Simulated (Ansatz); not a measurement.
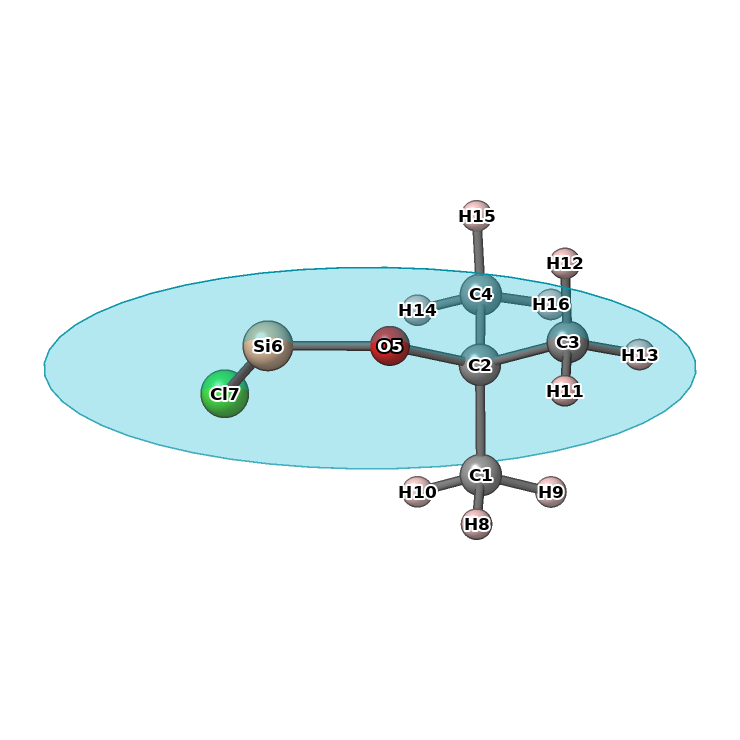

A disc through the centre of mass is drawn in. Distant atoms are faded towards the background colour. The computed structure is the end point of a PBE0-D4/def2-TZVP optimisation.

**Is the plane of the disc a mirror plane of the structure?**

Yes. The reflection leaves C2, C3, O5, Si6, Cl7, H13 in place and moves C1 ↔ C4; H8 ↔ H15; H9 ↔ H16; H10 ↔ H14; H11 ↔ H12. The point group is Cs.
